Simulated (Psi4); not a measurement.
**InNH4 (SMILES [NH2][InH2]) at SVWN5/def2-SVP (core potential)**

What is the energy change on altering one bond length of InNH4 at SVWN5/def2-SVP (core potential)? 

Program for the calculation: Psi4 1.11.

11 further runs of the same task are left out: 10 that didn't finish, 1 set aside as unsound or not needed.

### Step 1. The molecule

InNH4 has 6 atoms, charge 0, and is taken as a singlet. SMILES: `[NH2][InH2]`. Geometry: relaxed at PBE0-D4/def2-TZVP.

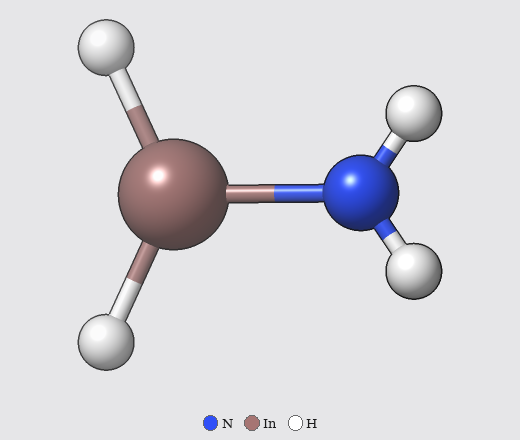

The structure, seen from a chosen angle (nitrogen blue, indium brown, hydrogen white).

### Step 2. Energy and forces at SVWN5/def2-SVP (core potential)

File input.dat:

```
memory 1600 MB

molecule geom {
  0 1
  N     -0.092200    -1.060500     0.036600
  In     0.095300     0.935900    -0.048300
  H     -0.598000    -1.552900     0.753400
  H      0.311900    -1.697300    -0.629300
  H      1.012500     1.520500    -1.370700
  H     -0.687400     1.790300     1.212100
  symmetry c1
  no_reorient
  no_com
}

set basis def2-SVP
set puream true
set e_convergence 1e-09
set d_convergence 1e-08
set scf_type pk
set dft_radial_points 99
set dft_spherical_points 590

e_tot, wfn = gradient("scf", dft_functional={"name": "SVWN5", "x_functionals": {"LDA_X": {}}, "c_functionals": {"LDA_C_VWN": {}}}, return_wfn=True)
oeprop(wfn, "WIBERG_LOWDIN_INDICES", "LOWDIN_CHARGES", "MULLIKEN_CHARGES")
```

Launch:

```console
$ psi4 -n 1 input.dat output.dat
```

output.dat:

```text
[...]
    !!!  WARNING: ECP capability is in beta. Please check occupations closely.  !!!
[...]
  Running in c1 symmetry.
[...]
  Nuclear repulsion =   70.741603805927312
[...]
  Multiplicity = 1
[...]
  Nalpha       = 16
  Nbeta        = 16
[...]
    Number of basis functions: 60
[...]
   @RKS iter   1:  -245.96301037468791   -6.20150e-01   1.64890e-02 ADIIS/DIIS
[...]
   @RKS iter  12:  -246.42121307385446   -1.13687e-12   3.53539e-09 DIIS
[...]
  @RKS Final Energy:  -246.42121307385446
   => Energetics <=
    Nuclear Repulsion Energy =             70.7416038059273120
    One-Electron Energy =                -552.3955831024120471
    Two-Electron Energy =                 259.4589829774824921
    DFT Exchange-Correlation Energy =     -24.2262167548521994
    Empirical Dispersion Energy =           0.0000000000000000
    VV10 Nonlocal Energy =                  0.0000000000000000
    Total Energy =                       -246.4212130738544602
[...]
 Multipole Moments:
 ------------------------------------------------------------------------------------
     Multipole            Electronic (a.u.)      Nuclear  (a.u.)        Total (a.u.)
 ------------------------------------------------------------------------------------
 L = 1.  Multiply by 2.5417464519 to convert [e a0] to [Debye]
 Dipole X            :         -2.6744918            2.6359790           -0.0385129
 Dipole Y            :        -23.6618553           23.2266238           -0.4352315
 Dipole Z            :          1.5181477           -1.4977969            0.0203508
 Magnitude           :                                                    0.4374059
[...]
  -Total Gradient:
     Atom            X                  Y                   Z
    ------   -----------------  -----------------  -----------------
       1       -0.001554028832    -0.016654130364     0.000773050808
       2        0.000064151365     0.000920815800    -0.000009741200
       3        0.008090453313     0.006478145279    -0.011570326042
       4       -0.006667932494     0.008776284999     0.010849814004
       5       -0.000415148394     0.000316640239     0.000661937879
       6        0.000482660736     0.000163578586    -0.000704766898
[...]
  Mulliken Charges: (a.u.)
   Center  Symbol    Alpha    Beta     Spin     Total
       1     N     3.70112  3.70112  0.00000 -0.40224
       2    IN    10.39708 10.39708  0.00000  0.20585
       3     H     0.42739  0.42739  0.00000  0.14522
       4     H     0.42738  0.42738  0.00000  0.14524
       5     H     0.52352  0.52352  0.00000 -0.04705
       6     H     0.52351  0.52351  0.00000 -0.04702
   Total alpha = 16.00000, Total beta = 16.00000, Total charge = -0.00000
  Lowdin Charges: (a.u.)
   Center  Symbol    Alpha    Beta     Spin     Total
[...]
```

It took 15 s on 1 thread of Intel Xeon Platinum 8259CL at 2.50GHz (Skylake/Cascade Lake), shared host; peak memory 0.38 GiB.

### Step 3. The distorted shape: a single-point energy at SVWN5/def2-SVP (core potential)

File h4inn.xyz:

```xyz
6
H4InN
N     -0.152810    -0.964988     0.136476
In     0.034690     1.031412     0.051576
H     -0.658610    -1.457388     0.853276
H      0.311900    -1.697300    -0.629300
H      0.951890     1.616012    -1.270824
H     -0.748010     1.885812     1.311976
```

File job.py:

```python
import psi4

psi4.set_memory(1600000000)
psi4.set_num_threads(1)
psi4.core.set_output_file('psi4.out', False)

with open('h4inn.xyz') as f:
    atoms = ''.join(f.readlines()[2:])
mol = psi4.geometry('0 1\n' + atoms + 'symmetry c1')

options = {'basis': 'def2-SVP', 'puream': True, 'e_convergence': 1e-09, 'd_convergence': 1e-08, 'scf_type': 'pk', 'dft_radial_points': 99, 'dft_spherical_points': 590}
psi4.set_options(options)

e, wfn = psi4.energy('scf', dft_functional={"name": "SVWN5", "x_functionals": {"LDA_X": {}}, "c_functionals": {"LDA_C_VWN": {}}}, return_wfn=True)
psi4.oeprop(wfn, 'LOWDIN_CHARGES', 'QUADRUPOLE', 'MAYER_INDICES')
print('E =', round(e, 9))
```

Launch:

```console
$ python job.py
```

psi4.out:

```text
[...]
    !!!  WARNING: ECP capability is in beta. Please check occupations closely.  !!!
[...]
  Running in c1 symmetry.
[...]
  Nuclear repulsion =   70.056173853778105
[...]
  Multiplicity = 1
[...]
  Nalpha       = 16
  Nbeta        = 16
[...]
    Number of basis functions: 60
[...]
   @RKS iter   1:  -245.97339102358805   -6.66072e-01   1.59809e-02 DIIS/ADIIS
[...]
   @RKS iter  12:  -246.41044279010825   -8.10019e-12   4.13929e-09 DIIS
[...]
    Orbital Energies [Eh]
    ---------------------
    Doubly Occupied:
       1A    -13.851103     2A     -4.455193     3A     -2.904007
       4A     -2.895852     5A     -2.895037     6A     -0.727644
       7A     -0.680896     8A     -0.675268     9A     -0.673550
      10A     -0.673261    11A     -0.655970    12A     -0.404661
      13A     -0.392437    14A     -0.283709    15A     -0.256527
      16A     -0.206451
[...]
  @RKS Final Energy:  -246.41044279010825
   => Energetics <=
    Nuclear Repulsion Energy =             70.0561738537781054
    One-Electron Energy =                -551.1116728653703376
    Two-Electron Energy =                 258.8158145465321809
    DFT Exchange-Correlation Energy =     -24.1707583250481761
    Empirical Dispersion Energy =           0.0000000000000000
    VV10 Nonlocal Energy =                  0.0000000000000000
    Total Energy =                       -246.4104427901082488
[...]
 Multipole Moments:
 ------------------------------------------------------------------------------------
     Multipole            Electronic (a.u.)      Nuclear  (a.u.)        Total (a.u.)
 ------------------------------------------------------------------------------------
 L = 1.  Multiply by 2.5417464519 to convert [e a0] to [Debye]
 Dipole X            :          1.6617831           -1.6889732           -0.0271900
 Dipole Y            :         18.6410667          -19.1001052           -0.4590385
 Dipole Z            :         -0.6653733            0.6664665            0.0010932
 Magnitude           :                                                    0.4598443
 L = 2.  Multiply by 1.3450342976 to convert [e a0^2] to [Debye ang]
 Quadrupole XX       :        -31.3913476            7.8671705          -23.5241771
 Quadrupole XY       :        -10.1079898           10.1943302            0.0863404
[...]
```

The script printed:

```text
E = -246.41044279
```

It took 11 s on 1 thread of Intel Xeon Platinum 8259CL at 2.50GHz (Skylake/Cascade Lake), shared host; peak memory 0.38 GiB.

### Step 4. Outcome

Level: SVWN5/def2-SVP (core potential).

| quantity | value |
| --- | --- |
| first shape: total energy | -246.42121 Eh |
| first shape: dipole moment | 1.11 D |
| first shape: HOMO energy | -5.68 eV |
| first shape: LUMO energy | -1.85 eV |
| first shape: HOMO–LUMO gap | 3.83 eV |
| first shape: largest force on an atom | 0.861 eV/Å |
| distorted shape: total energy | -246.41044 Eh |
| distorted shape: dipole moment | 1.17 D |
| distorted shape: HOMO energy | -5.62 eV |
| distorted shape: LUMO energy | -1.82 eV |
| distorted shape: HOMO–LUMO gap | 3.79 eV |
| energy change with the N1–H4 bond stretched from 1.006 to 1.157 Å | 0.293 eV |

What this shows: With the N1–H4 bond stretched from 1.006 to 1.157 Å the energy rises by 0.29 eV (6.8 kcal/mol). The first shape isn't relaxed at this level, so the change isn't measured from a minimum. The largest force (first shape) is 0.86 eV/Å: the shape isn't a stationary point for this species at this level. Mulliken charges (first shape) run from -0.40 on N1 to +0.21 on In2; they depend strongly on the basis.
